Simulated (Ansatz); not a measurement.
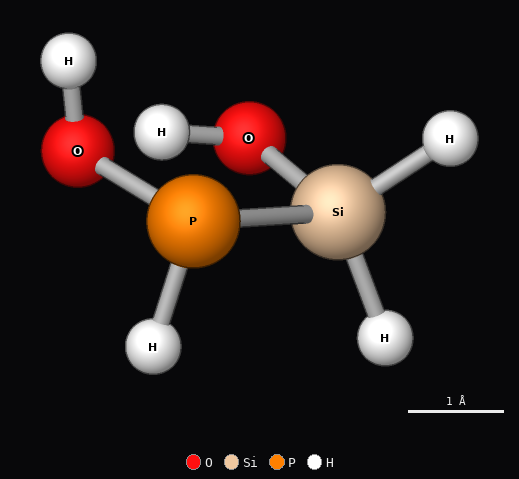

*The starting structure (ball-and-stick view, seen at a tilt).*

Bond lengths as drawn: H–O 1.04 to 1.08 Å, H–P 1.43 Å, H–Si 1.47 Å, O–P 1.81 Å, O–Si 1.72 Å and P–Si 2.28 Å.

SiPH$_{5}$O$_{2}$: nudged elastic band

System: SiPH$_{5}$O$_{2}$.
Method: RKS PBE/STO-3G (Ansatz 0.2.0).

It belongs to a series of runs on one base structure; here: band between the two ends.

### The input
```yaml
crystal:
  periodic: [false, false, false]
  atoms:
    - { symbol: O, position_ang: [-1.217255, 0.741746, -0.784419] }
    - { symbol: Si, position_ang: [0.436108, 1.020143, -0.412462] }
    - { symbol: P, position_ang: [0.885153, -0.803633, 0.877814] }
    - { symbol: O, position_ang: [-0.800037, -1.378022, 0.573118] }
    - { symbol: H, position_ang: [-1.313845, -0.206664, -0.28315] }
    - { symbol: H, position_ang: [0.642765, 2.266775, 0.330733] }
    - { symbol: H, position_ang: [1.305131, 1.107551, -1.592012] }
    - { symbol: H, position_ang: [1.383008, -1.555997, -0.230239] }
    - { symbol: H, position_ang: [-1.232529, -1.238199, 1.503616] }
basis:
  gaussian: { orbitals: STO-3G }
hamiltonian:
  xc: pbe
neb:
  order_check: false
  images: 7
  f_tol: 0.05
  max_iterations: 60
  final_atoms:
    - { symbol: O, position_ang: [-1.23423331, 0.86495996, -1.08273927] }
    - { symbol: Si, position_ang: [0.27563692, 1.17962592, -0.48668452] }
    - { symbol: P, position_ang: [0.2732568, -0.91907426, 0.60750394] }
    - { symbol: O, position_ang: [-1.25480559, -1.31246995, 0.0450775] }
    - { symbol: H, position_ang: [-1.42171873, -0.25106275, -0.5934554] }
    - { symbol: H, position_ang: [0.48512956, 2.21042145, 0.5406882] }
    - { symbol: H, position_ang: [1.44828692, 1.2129539, -1.37304308] }
    - { symbol: H, position_ang: [1.19609936, -1.97052176, 0.29184847] }
    - { symbol: H, position_ang: [0.32084707, -1.06113251, 2.03380316] }
  initial_path:
    images:
      - { positions_ang: [[-1.217255, 0.741746, -0.784419], [0.436108, 1.020143, -0.412462], [0.885153, -0.803633, 0.877814], [-0.800037, -1.378022, 0.573118], [-1.313845, -0.206664, -0.28315], [0.642765, 2.266775, 0.330733], [1.305131, 1.107551, -1.592012], [1.383008, -1.555997, -0.230239], [-1.232529, -1.238199, 1.503616]] }
      - { positions_ang: [[-1.15503724, 0.75654494, -0.90116951], [0.42891108, 1.02468928, -0.41847483], [0.77828172, -0.81043105, 0.85255402], [-0.8541291, -1.33843206, 0.63092252], [-1.37659596, -0.11756499, -0.43227612], [0.56078059, 2.26123373, 0.35900275], [1.37626353, 1.10775808, -1.53266377], [1.27582704, -1.58525824, -0.23516145], [-0.94580266, -1.34483969, 1.66026539]] }
      - { positions_ang: [[-1.09281948, 0.77134387, -1.01792001], [0.42171415, 1.02923556, -0.42448767], [0.67141045, -0.81722911, 0.82729404], [-0.90822119, -1.29884213, 0.68872705], [-1.43934691, -0.02846597, -0.58140224], [0.47879618, 2.25569246, 0.3872725], [1.44739605, 1.10796516, -1.47331555], [1.16864607, -1.61451947, -0.24008391], [-0.65907632, -1.45148038, 1.81691479]] }
      - { positions_ang: [[-1.03060172, 0.78614281, -1.13467052], [0.41451723, 1.03378184, -0.4305005], [0.56453917, -0.82402716, 0.80203406], [-0.96231329, -1.25925219, 0.74653157], [-1.50209787, 0.06063304, -0.73052837], [0.39681177, 2.25015119, 0.41554226], [1.51852858, 1.10817224, -1.41396732], [1.06146511, -1.64378071, -0.24500636], [-0.37234999, -1.55812107, 1.97356418]] }
      - { positions_ang: [[-0.96838396, 0.80094175, -1.25142102], [0.40732031, 1.03832812, -0.43651333], [0.45766789, -0.83082521, 0.77677408], [-1.01640538, -1.21966225, 0.80433609], [-1.56484882, 0.14973205, -0.87965449], [0.31482736, 2.24460992, 0.44381201], [1.58966111, 1.10837932, -1.35461909], [0.95428414, -1.67304194, -0.24992881], [-0.08562365, -1.66476175, 2.13021357]] }
      - { positions_ang: [[-1.0348463, 0.8169463, -1.20925058], [0.37439946, 1.07365257, -0.44905613], [0.41156512, -0.85288747, 0.73445655], [-1.07600544, -1.24286418, 0.61452144], [-1.5290663, 0.04953335, -0.80810472], [0.35740291, 2.2360628, 0.46803106], [1.55431756, 1.13452297, -1.35922509], [1.01473795, -1.7474119, -0.11448449], [0.01599403, -1.51385444, 2.10611097]] }
      - { positions_ang: [[-1.10130864, 0.83295085, -1.16708015], [0.34147862, 1.10897702, -0.46159893], [0.36546235, -0.87494974, 0.69213901], [-1.13560549, -1.2660661, 0.4247068], [-1.49328378, -0.05066535, -0.73655494], [0.39997846, 2.22751569, 0.49225011], [1.51897401, 1.16066661, -1.36383109], [1.07519175, -1.82178185, 0.02095983], [0.11761171, -1.36294713, 2.08200837]] }
      - { positions_ang: [[-1.16777098, 0.84895541, -1.12490971], [0.30855777, 1.14430147, -0.47414173], [0.31935957, -0.897012, 0.64982148], [-1.19520554, -1.28926803, 0.23489215], [-1.45750125, -0.15086405, -0.66500517], [0.44255401, 2.21896857, 0.51646915], [1.48363047, 1.18681026, -1.36843709], [1.13564556, -1.89615181, 0.15640415], [0.21922939, -1.21203982, 2.05790577]] }
      - { positions_ang: [[-1.23423331, 0.86495996, -1.08273927], [0.27563692, 1.17962592, -0.48668452], [0.2732568, -0.91907426, 0.60750394], [-1.25480559, -1.31246995, 0.0450775], [-1.42171873, -0.25106275, -0.5934554], [0.48512956, 2.21042145, 0.5406882], [1.44828692, 1.2129539, -1.37304308], [1.19609936, -1.97052176, 0.29184847], [0.32084707, -1.06113251, 2.03380316]] }
```

Run as:
```bash
ansatz run input.yaml --threads 1 --pin off --max-ram 2048MiB --backend cpu --events-out ev --progress --plain --runs-dir out
```

### The program's output
```
Engine: ansatz 0.2.0, aarch64-unknown-linux-gnu
Functional definition: PBE
  parameter kappa = 0.804
  parameter beta = 0.06672455060314922
  exchange = pbe_x(kappa = kappa, mu = beta*pi^2/3)
  correlation = pbe_c(beta = beta)
448 factors; integrals over basis functions are off by at most 1.0e-5 eV
mean field evaluation 1: about -21071.5760 eV, gradient 3.0e1 eV
mean field evaluation 2: about -20990.9462 eV, gradient 1.5e2 eV
mean field evaluation 4: about -21074.6603 eV, gradient 7.9e0 eV
mean field evaluation 8: about -21074.8209 eV, gradient 1.8e-1 eV
mean field -21074.82104337 eV, -774.4853883170 hartree, gradient 4.9e-5 eV, S^2 0.000000; 0 other end points of the search recorded, 0 dependent functions left out
the calculation of the forces begins
reference -21074.82106345 eV, -774.4853890551 hartree; 25, 25 occupied and 8, 8 virtual orbitals, 448 factors
449 factors; integrals over basis functions are off by at most 9.6e-6 eV
mean field evaluation 16: about -21065.2425 eV, gradient 4.6e1 eV
mean field evaluation 32: about -21073.2141 eV, gradient 1.5e-5 eV
mean field -21073.21408736 eV, -774.4263337728 hartree, gradient 1.5e-5 eV, S^2 0.000000; 0 other end points of the search recorded, 0 dependent functions left out
[... from here on the field's lines of each further geometry are left out, up to the last ...]
NEB iter   1: max|band force component| = 1.145e1 eV/Å  barrier→ = 6.2011 eV  barrier← = 4.5941 eV  Δτ_max = 0.2000 Å  (304 SCF iters)
NEB iter   2: max|band force component| = 5.260e0 eV/Å  barrier→ = 4.2557 eV  barrier← = 2.6488 eV  Δτ_max = 0.2000 Å  (204 SCF iters)
NEB iter   3: max|band force component| = 8.722e0 eV/Å  barrier→ = 3.6438 eV  barrier← = 2.0369 eV  Δτ_max = 0.1020 Å  (211 SCF iters)
NEB iter   4: max|band force component| = 1.420e0 eV/Å  barrier→ = 3.1935 eV  barrier← = 1.5865 eV  Δτ_max = 0.1699 Å  (188 SCF iters)
NEB iter   5: max|band force component| = 1.614e0 eV/Å  barrier→ = 2.9512 eV  barrier← = 1.3442 eV  Δτ_max = 0.0864 Å  (195 SCF iters)
NEB iter   6: max|band force component| = 1.361e0 eV/Å  barrier→ = 3.0384 eV  barrier← = 1.4314 eV  Δτ_max = 0.0851 Å  (189 SCF iters)
NEB iter   7: max|band force component| = 6.796e-1 eV/Å  barrier→ = 2.8991 eV  barrier← = 1.2922 eV  Δτ_max = 0.1713 Å  (190 SCF iters)
NEB iter   8: max|band force component| = 1.159e0 eV/Å  barrier→ = 3.0998 eV  barrier← = 1.4928 eV  Δτ_max = 0.0739 Å  (195 SCF iters)
NEB iter   9: max|band force component| = 5.234e-1 eV/Å  barrier→ = 3.0240 eV  barrier← = 1.4171 eV  Δτ_max = 0.0462 Å  (189 SCF iters)
NEB iter  10: max|band force component| = 3.065e-1 eV/Å  barrier→ = 3.0097 eV  barrier← = 1.4027 eV  CI = image 4  Δτ_max = 0.0368 Å  (186 SCF iters)
NEB iter  11: max|band force component| = 1.274e-1 eV/Å  barrier→ = 3.0066 eV  barrier← = 1.3996 eV  CI = image 4  Δτ_max = 0.0126 Å  (190 SCF iters)
the calculation of the forces begins
reference -21073.18243927 eV, -774.4251707270 hartree; 25, 25 occupied and 8, 8 virtual orbitals, 449 factors
449 factors; integrals over basis functions are off by at most 1.0e-5 eV
mean field evaluation 832: about -21071.6643 eV, gradient 7.5e0 eV
mean field -21071.81497188 eV, -774.3749172274 hartree, gradient 1.2e-5 eV, S^2 0.000000; 1 other end points of the search recorded, 0 dependent functions left out
the calculation of the forces begins
reference -21071.81499133 eV, -774.3749179421 hartree; 25, 25 occupied and 8, 8 virtual orbitals, 449 factors
NEB iter  12: max|band force component| = 3.430e-2 eV/Å  barrier→ = 3.0061 eV  barrier← = 1.3991 eV  CI = image 4  Δτ_max = 0.0000 Å  (345 SCF iters)
```

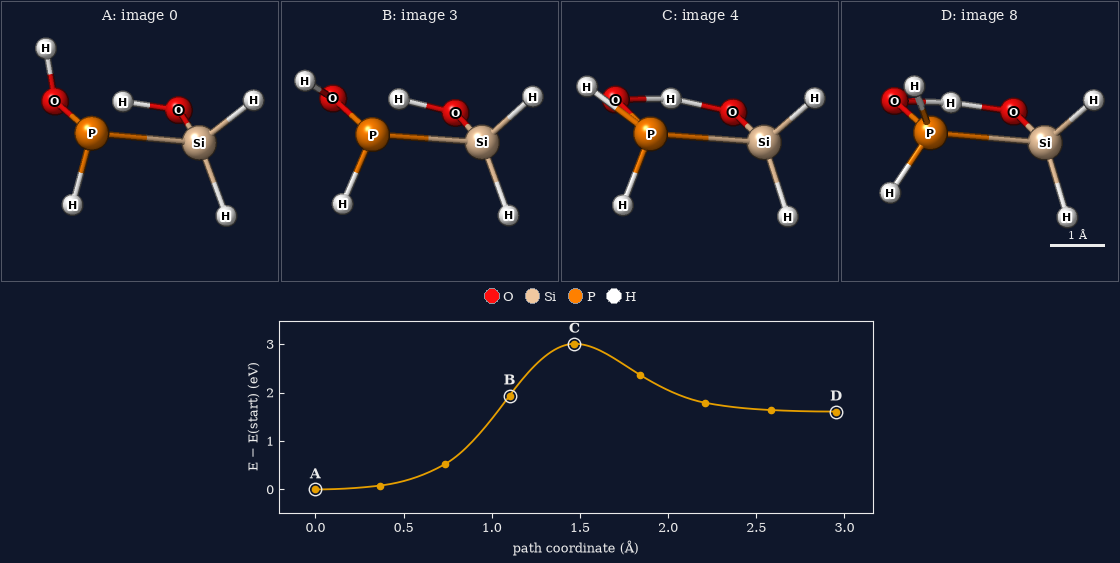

*Images of the last band (counted from 0; ball-and-stick, seen at a tilt) above the energy along the path; the line is a cubic interpolation that uses the forces.*

The highest image is number 4, 3.006 eV above the start and 1.399 eV above the end (the climbing image); the end lies 1.607 eV above the start. The path is 2.95 Å long. The band converged in 12 iterations.

```
Total energy: -21071.81499133 eV, -774.3749179421 hartree
Atom 0 at    -1.140632     0.806522    -1.003062 Å, force    -0.016679    -0.004851    -0.021116 eV/Å
Atom 1 at     0.397675     1.170971    -0.490247 Å, force    -0.000255    -0.000865     0.021888 eV/Å
Atom 2 at     0.500832    -0.780528     0.854777 Å, force     0.023536     0.006359    -0.019227 eV/Å
Atom 3 at    -1.171720    -1.185853     0.348364 Å, force     0.000880    -0.021897     0.020599 eV/Å
Atom 4 at    -1.383773    -0.204222    -0.340035 Å, force    -0.000204     0.032429    -0.017857 eV/Å
Atom 5 at     0.592709     2.353279     0.354182 Å, force     0.006628    -0.003207    -0.001412 eV/Å
Atom 6 at     1.478586     1.118306    -1.481024 Å, force    -0.004634     0.003963    -0.000077 eV/Å
Atom 7 at     1.223412    -1.725100     0.038603 Å, force     0.004286    -0.003923     0.004842 eV/Å
Atom 8 at    -0.408590    -1.599675     1.701441 Å, force    -0.013558    -0.008007     0.012362 eV/Å
Dipole moment:     0.480807    -0.033397     0.250995 e Å
this run last wrote the band of iteration 12 to [file]
```

### The last band as extended XYZ (Å, eV, eV/Å)
```
9
Properties=species:S:1:pos:R:3:forces:R:3 image=0 energy=-21074.82104
O    -1.2173    0.7417   -0.7844    0.0000  -0.0005  -0.0005
Si    0.4361    1.0201   -0.4125   -0.0041   0.0034  -0.0041
P     0.8852   -0.8036    0.8778    0.0082   0.0028   0.0042
O    -0.8000   -1.3780    0.5731   -0.0072  -0.0033   0.0017
H    -1.3138   -0.2067   -0.2832    0.0054   0.0033   0.0011
H     0.6428    2.2668    0.3307    0.0000  -0.0027  -0.0005
H     1.3051    1.1076   -1.5920   -0.0008  -0.0005   0.0027
H     1.3830   -1.5560   -0.2302   -0.0007  -0.0016  -0.0020
H    -1.2325   -1.2382    1.5036   -0.0008  -0.0008  -0.0026
9
Properties=species:S:1:pos:R:3:forces:R:3 image=1 energy=-21074.74151
O    -1.2007    0.7678   -0.8908   -0.0052  -0.0412   0.0778
Si    0.4444    1.0296   -0.4485    0.0124  -0.0507   0.0335
P     0.8541   -0.7634    0.8814    0.1352  -0.0541   0.0423
O    -0.8341   -1.3043    0.6079    0.1141  -0.0660  -0.0402
H    -1.3817   -0.0922   -0.2824    0.0412  -0.0369   0.0581
H     0.6251    2.2777    0.3033    0.0059  -0.0346  -0.0098
H     1.3611    1.1186   -1.5892   -0.0725  -0.0030  -0.0415
H     1.3406   -1.5878   -0.1811    0.1196   0.1134  -0.1083
H    -1.1203   -1.4923    1.5824   -0.3508   0.1732  -0.0118
9
Properties=species:S:1:pos:R:3:forces:R:3 image=2 energy=-21074.30014
O    -1.1998    0.7781   -0.9565   -0.0845  -0.0341   0.0093
Si    0.4334    1.0674   -0.4727    0.0675  -0.3216   0.0749
P     0.7652   -0.7166    0.8597    0.8360   0.0685   0.1213
O    -0.9248   -1.2636    0.6264    0.8872  -0.0904   0.5156
H    -1.4055   -0.0657   -0.3361   -0.0676   0.3112  -0.0251
H     0.6079    2.3087    0.3045   -0.0694  -0.1645  -0.1317
H     1.4171    1.1222   -1.5562   -0.1614   0.0899  -0.1519
H     1.2633   -1.6632   -0.0885    0.2853   0.3290  -0.4210
H    -0.8682   -1.6136    1.6024   -1.6931  -0.1880   0.0087
9
Properties=species:S:1:pos:R:3:forces:R:3 image=3 energy=-21072.88316
O    -1.1793    0.7728   -0.9777   -0.4658  -0.5150   0.2150
Si    0.4159    1.1197   -0.4780    0.2675  -0.7152   0.3049
P     0.6306   -0.7244    0.8486    1.7693   0.7804  -0.0541
O    -1.0636   -1.2518    0.5278    1.5496  -0.9807   2.3222
H    -1.3880   -0.1268   -0.3510    0.0050   1.0756  -0.3906
H     0.5968    2.3407    0.3298   -0.0986  -0.1588  -0.1715
H     1.4547    1.1187   -1.5115   -0.1693   0.1436  -0.1631
H     1.2320   -1.7066   -0.0018    0.1979   0.3111  -0.4573
H    -0.6106   -1.5886    1.5969   -3.0556   0.0590  -1.6056
9
Properties=species:S:1:pos:R:3:forces:R:3 image=4 energy=-21071.81497
O    -1.1406    0.8065   -1.0031   -0.0167  -0.0049  -0.0211
Si    0.3977    1.1710   -0.4902   -0.0003  -0.0009   0.0219
P     0.5008   -0.7805    0.8548    0.0235   0.0064  -0.0192
O    -1.1717   -1.1859    0.3484    0.0009  -0.0219   0.0206
H    -1.3838   -0.2042   -0.3400   -0.0002   0.0324  -0.0179
H     0.5927    2.3533    0.3542    0.0066  -0.0032  -0.0014
H     1.4786    1.1183   -1.4810   -0.0046   0.0040  -0.0001
H     1.2234   -1.7251    0.0386    0.0043  -0.0039   0.0048
H    -0.4086   -1.5997    1.7014   -0.0136  -0.0080   0.0124
9
Properties=species:S:1:pos:R:3:forces:R:3 image=5 energy=-21072.45462
O    -1.1351    0.8497   -1.0376    0.0705   0.4078  -0.1719
Si    0.3641    1.2298   -0.5205   -0.1310   0.3565  -0.1523
P     0.3565   -0.8209    0.8238   -0.9609  -0.3245  -0.2431
O    -1.2273   -1.1762    0.2464   -0.4586   0.1670  -0.6380
H    -1.3895   -0.2590   -0.3945   -0.0677  -0.2151  -0.2903
H     0.5695    2.3770    0.3624    0.1010   0.0861   0.0907
H     1.4889    1.1267   -1.4592    0.1211  -0.0497   0.1010
H     1.2268   -1.7322    0.1047   -0.1445  -0.1667   0.3353
H    -0.1653   -1.6411    1.8575    1.4701  -0.2614   0.9687
9
Properties=species:S:1:pos:R:3:forces:R:3 image=6 energy=-21073.03244
O    -1.1702    0.8815   -1.0572   -0.0687   0.1221  -0.0332
Si    0.3239    1.2510   -0.5209   -0.0649   0.0504   0.0404
P     0.2639   -0.8618    0.7692   -0.1830  -0.1034  -0.1351
O    -1.2623   -1.2316    0.1378   -0.1374  -0.0857  -0.2541
H    -1.4006   -0.2676   -0.4891   -0.0292   0.0267  -0.1749
H     0.5453    2.3971    0.3678    0.0437   0.0153   0.0469
H     1.4958    1.1171   -1.4042    0.0278  -0.0443   0.1123
H     1.2090   -1.7748    0.1793   -0.0984  -0.1344   0.1172
H     0.0838   -1.5570    2.0004    0.5101   0.1533   0.2805
9
Properties=species:S:1:pos:R:3:forces:R:3 image=7 energy=-21073.18242
O    -1.2238    0.8943   -1.0461   -0.0310   0.0230  -0.0005
Si    0.2874    1.2165   -0.4839   -0.0136  -0.0129   0.0365
P     0.2538   -0.8958    0.6780    0.0051  -0.0195  -0.0621
O    -1.2552   -1.2892    0.0498   -0.0127  -0.0224  -0.0529
H    -1.4088   -0.2533   -0.5711   -0.0041   0.0070  -0.0311
H     0.5146    2.3481    0.4252    0.0064  -0.0339   0.0346
H     1.4754    1.1074   -1.3471   -0.0078  -0.0116   0.0286
H     1.2114   -1.8653    0.2284   -0.0131  -0.0578   0.0236
H     0.2338   -1.3089    2.0497    0.0708   0.1280   0.0232
9
Properties=species:S:1:pos:R:3:forces:R:3 image=8 energy=-21073.21409
O    -1.2342    0.8650   -1.0827   -0.0001  -0.0030   0.0017
Si    0.2756    1.1796   -0.4867    0.0041   0.0030   0.0007
P     0.2733   -0.9191    0.6075   -0.0008   0.0015  -0.0011
O    -1.2548   -1.3125    0.0451   -0.0010   0.0005  -0.0010
H    -1.4217   -0.2511   -0.5935    0.0017   0.0014   0.0001
H     0.4851    2.2104    0.5407   -0.0014  -0.0022  -0.0015
H     1.4483    1.2130   -1.3730   -0.0028  -0.0011   0.0009
H     1.1961   -1.9705    0.2918    0.0004  -0.0002  -0.0001
H     0.3208   -1.0611    2.0338   -0.0001   0.0000   0.0004
```

### Results in brief

| quantity | value |
| --- | --- |
| outcome | converged |
| barrier, forward | 3.006 eV |
| barrier, backward | 1.399 eV |
| hardware | 1 thread of Arm Neoverse V2, 24 GiB of memory available, shared host |
| wall time | 2.1 min |
| peak memory | 0.09 GiB |

### Notes

The order of the saddle point was not checked.
